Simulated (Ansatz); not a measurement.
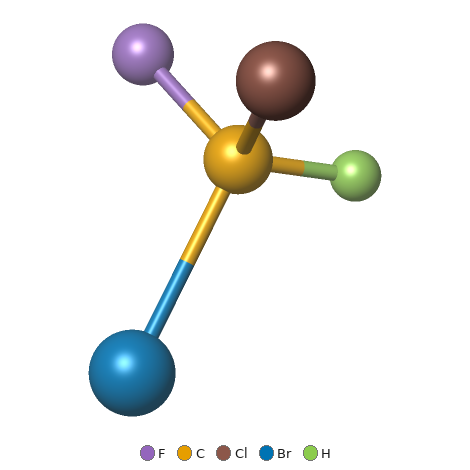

Ball-and-stick drawing of a structure. Every bond is drawn as one stick, whatever its order.

The geometry was computed by an optimisation with PBE0-D4/def2-TZVP.

Count the atoms of each element.

CHBrClF, 5 atoms: 1 carbon, 1 hydrogen, 1 bromine, 1 chlorine and 1 fluorine.

How many atoms are distinct by symmetry?

5: 1 F, 1 C, 1 Cl, 1 Br, 1 H.

More results for the same structure follow; atom numbers are the same in all pictures, views and colours differ.

Shape

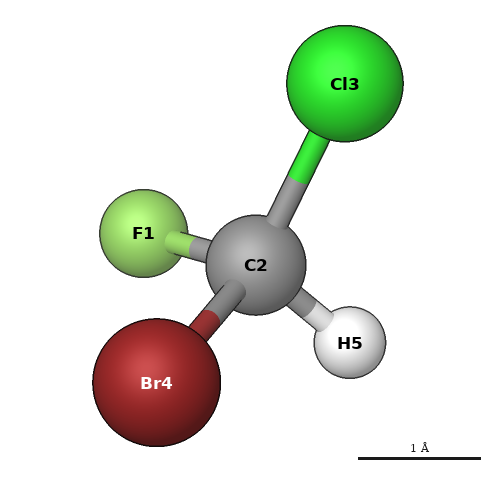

Atoms carry their numbers in the input.

Describe the coordination of atom 2.

C2 has 4 neighbours (F1 at 1.34, Cl3 at 1.75, Br4 at 1.93, H5 at 1.09 Å); the arrangement is tetrahedral.

Charges

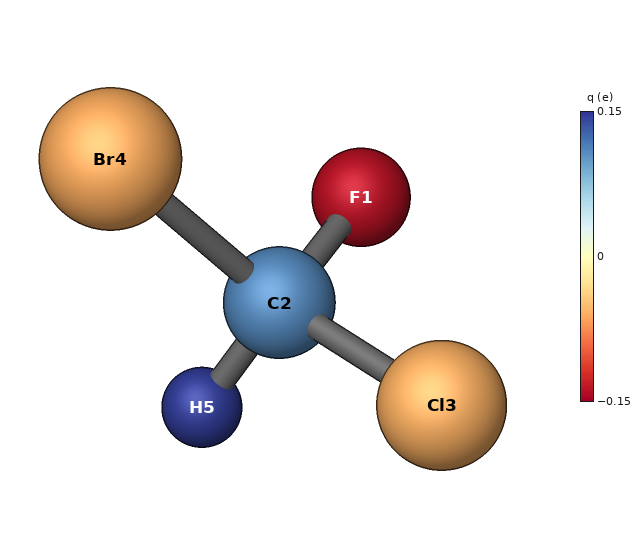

Atoms are coloured by their Mulliken charges. Properties computed with RKS PBE0-D4/def2-TZVP (Ansatz 0.2.0).

Which atom carries the highest charge (most positive or least negative)?

H5 (0.14 e).

And the lowest?

F1 (−0.14 e).

Give the Mulliken charges atom by atom.

```csv
atom,value (e)
F1,−0.14
C2,0.11
Cl3,−0.06
Br4,−0.06
H5,0.14
```

Vibrations

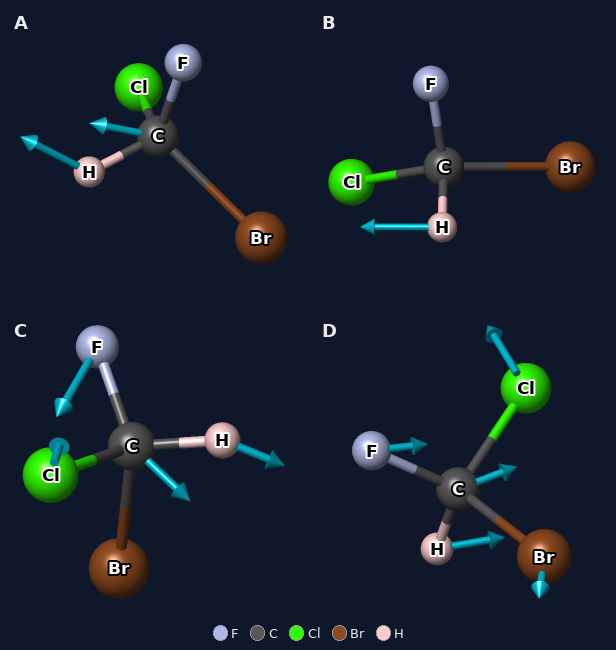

4 normal modes of one molecule or complex, as arrows. Harmonic vibrations computed with RKS PBE0-D4/def2-TZVP (Ansatz 0.2.0) at a stationary point of the same level.

Match the panels to the wavenumbers 224 cm⁻¹, 432 cm⁻¹, 667 cm⁻¹, 1223 cm⁻¹.

A: 667 cm⁻¹
B: 1223 cm⁻¹, angle bending
C: 432 cm⁻¹
D: 224 cm⁻¹, Br–C–Cl bending

Thermal motion

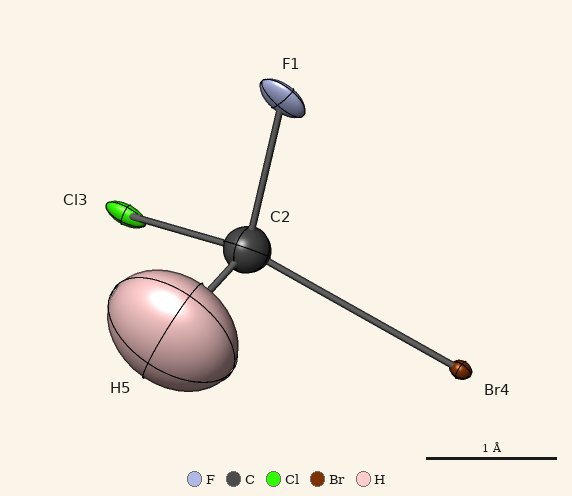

Displacement ellipsoids at the 50 % level, enlarged 3 times, from the internal vibrations of the free molecule (harmonic, no overall translation or rotation; no half-axis is drawn under 0.075 Å). Vibrations computed with RKS PBE0-D4/def2-TZVP (Ansatz 0.2.0). Temperature: 100 K.

Which atom has the largest mean-square displacement?

H5, with U_eq = 0.0114 Å².

Does H5 move more along its bond or across it?

Across it: the root-mean-square amplitude is 0.081 Å along the bond and up to 0.119 Å across, since bending and torsion are softer than stretching.

List U_eq and the three principal root-mean-square amplitudes for each kind of atom.

```tsv
atom	U_eq (Å²)	rms amplitudes (Å)
F1	0.0012	0.012, 0.038, 0.045
C2	0.0017	0.039, 0.041, 0.044
Cl3	0.00061	0.006, 0.020, 0.037
Br4	0.00016	0.003, 0.010, 0.019
H5	0.0114	0.081, 0.115, 0.119
```

Dipole moment

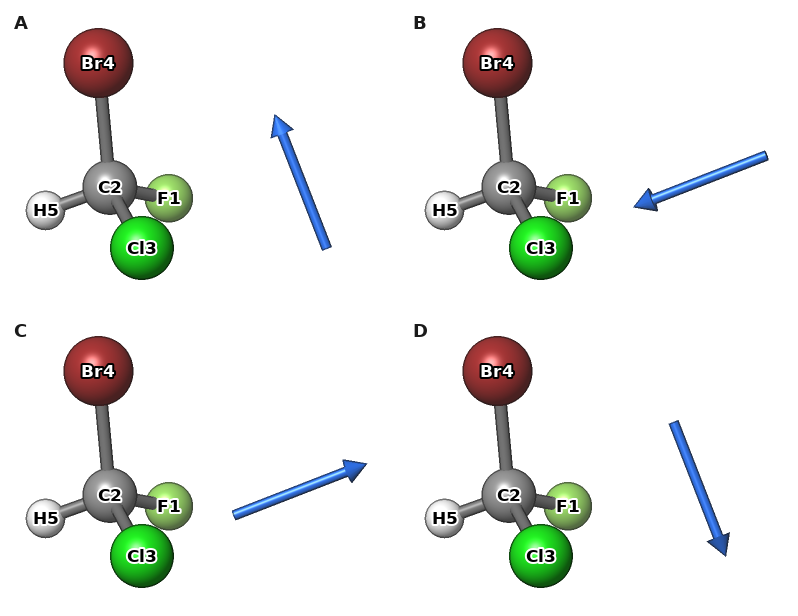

The same molecule four times, each with an arrow. Properties computed with RKS PBE0-D4/def2-TZVP (Ansatz 0.2.0).

Which arrow points along the dipole moment, from the negative to the positive end?

B. The dipole moment is 1.21 D; it points from the side of F1, Br4 to the side of H5 (the outermost atoms at the two ends).

Mulliken values depend strongly on the basis set and can even reverse the polarity of a bond.
